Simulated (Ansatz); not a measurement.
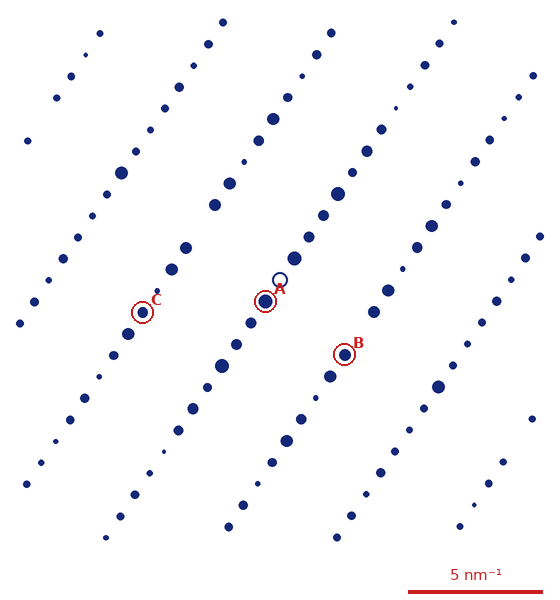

Simulated selected-area electron diffraction pattern (120 kV, kinematic approximation, thin crystal, B = 0.5 Å² for all atoms). The zone axis points towards the electron source and the pattern is seen from the source side.

The sample is WC3, space group Cmcm (No. 63), a = 2.78 Å, b = 20.53 Å, c = 2.78 Å. Structure: the geometry relaxed with DFT PBE, scalar-relativistic, plane waves, PAW in Ansatz 0.2.0; the starting structure was generated, so it need not be a known form of this composition.

Spot A is indexed 0 -2 0 and spot B 0 -2 -1.

Q: What are the indices of the remaining marked spot?

A: C = 5A − B = 0 -8 1 (d = 1.886 Å).

Q: Give [uvw].

A: The cross product of A and B is parallel to [100]; every spot obeys hu + kv + lw = 0.

Q: What are the spacings of A and B and the angle between them?

A: d(A) = 10.265 Å, d(B) = 2.685 Å, and the angle is 74.8°.
